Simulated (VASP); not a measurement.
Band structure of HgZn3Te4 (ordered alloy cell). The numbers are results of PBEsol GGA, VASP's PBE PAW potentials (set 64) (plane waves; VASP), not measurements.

Unless said otherwise, spin-orbit coupling is left out, though it shifts the bands of the heavy elements here.

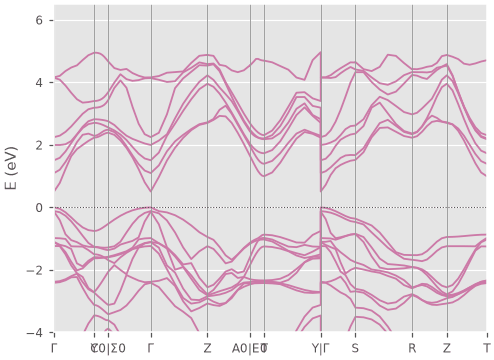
Bands along high-symmetry lines, zero at the valence-band maximum or, without a gap, the Fermi level

Read the plot: is there a gap, and where are the band edges?

The gap is direct, 0.51 eV, from the valence maximum at Γ to the conduction minimum at Γ. (Edges off the drawn lines would not show.)

The structure was generated: HgZn3Te4 was put into an ordered model structure (Amm2), which need not be its known phase. It was relaxed first.
